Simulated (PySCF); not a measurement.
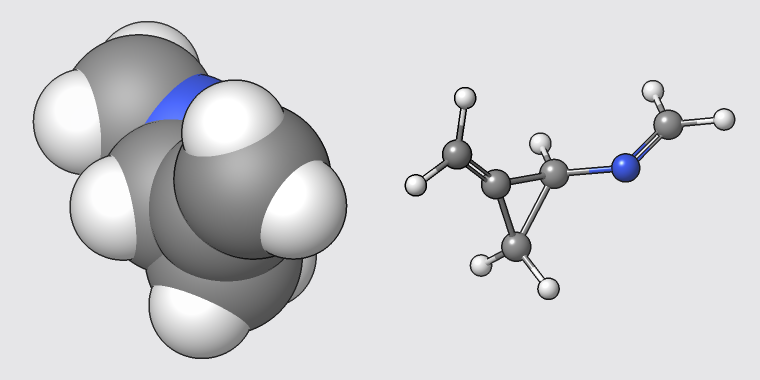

Both panels show the same species. Colours: carbon grey, nitrogen blue, hydrogen white.

The geometry was computed by an optimisation with PBE0-D3(BJ)/def2-SVP. No frequency run is at hand to confirm it as a minimum.

> Give the formula.

C5H7N, 13 atoms: 5 carbon, 7 hydrogen and 1 nitrogen.

> What is its SMILES?

C=N[C@H]1CC1=C

The parts below concern this one geometry. Atoms keep their numbers from picture to picture.

## Geometry

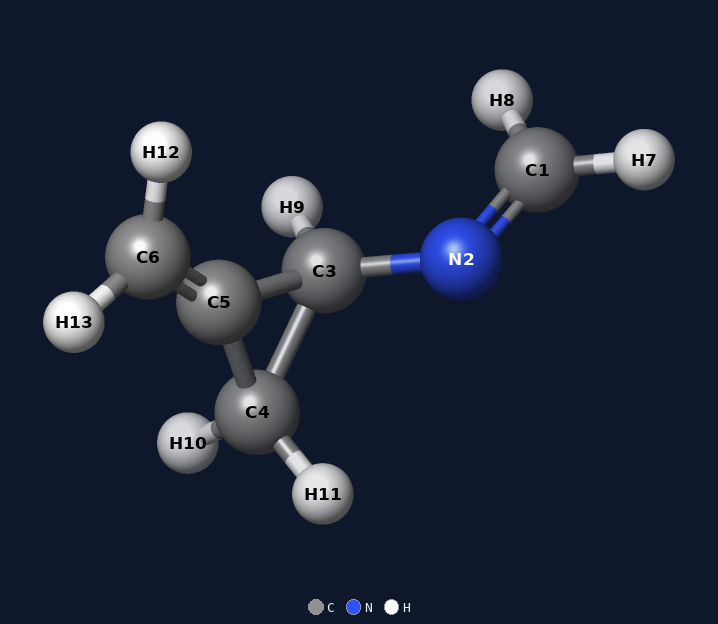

Atoms carry their numbers in the input. No frequency run is at hand to confirm it as a minimum.

Estimate the angles N2–C1–H8, N2–C3–C4, N2–C3–C5, N2–C3–H9, C3–C4–C5, C3–C4–H10, C3–C4–H11, C3–C5–C4, C3–C5–C6, C4–C3–C5, C5–C6–H12, C5–C6–H13.

```tsv
angle	degrees
N2–C1–H8	123.5
N2–C3–C4	117.2
N2–C3–C5	117.9
N2–C3–H9	117.5
C3–C4–C5	59.1
C3–C4–H10	117.4
C3–C4–H11	115.5
C3–C5–C4	63.2
C3–C5–C6	146.2
C4–C3–C5	57.7
C5–C6–H12	121.0
C5–C6–H13	121.3
```

## Electronic properties

No frequency run is at hand to confirm it as a minimum. Method: B3LYP/6-31G*, gas phase (PySCF 2.14.0).

> What is the dipole moment?

1.27 D.

> What is the HOMO energy (Kohn–Sham orbital)?

−6.87 eV.

> What is the LUMO energy (Kohn–Sham orbital)?

−0.23 eV.

## Spin–spin coupling

No frequency run is at hand to confirm it as a minimum. Properties computed with B3LYP/6-31G* indirect spin-spin coupling, non-relativistic, gas phase (PySCF 2.14.0). Isotopes: 13C, 1H, 15N.

Give the spin–spin coupling constants of these pairs, with the number of bonds between them: C1/N2, N2/C3, N2/C4, N2/C5, N2/H7, N2/H8, N2/C6, N2/H11.

```
   pair  bonds apart  J (Hz)
 C1, N2            1   −13.6
 N2, C3            1    −6.9
 N2, C4            2    −1.8
 N2, C5            2     1.1
 N2, H7            2    −8.8
 N2, H8            2     3.7
 N2, C6            3    −1.0
N2, H11            3    −1.8
```

## Quadrupole coupling

No frequency run is at hand to confirm it as a minimum. Electric field gradients from the ground-state density, B3LYP/6-31G* (PySCF 2.14.0), non-relativistic apart from any core potentials.

Give the largest field-gradient component, the quadrupole coupling constant and the asymmetry for 14N at N2 (Q = 20.44 mb), 2H at H7 (Q = 2.86 mb), 2H at H8 (Q = 2.86 mb).

| atom | V_zz (a.u.) | e²qQ/h (MHz) | η |
| --- | --- | --- | --- |
| N2 | −1.021 | −4.90 | 0.40 |
| H7 | 0.277 | 0.186 | 0.04 |
| H8 | 0.261 | 0.175 | 0.06 |
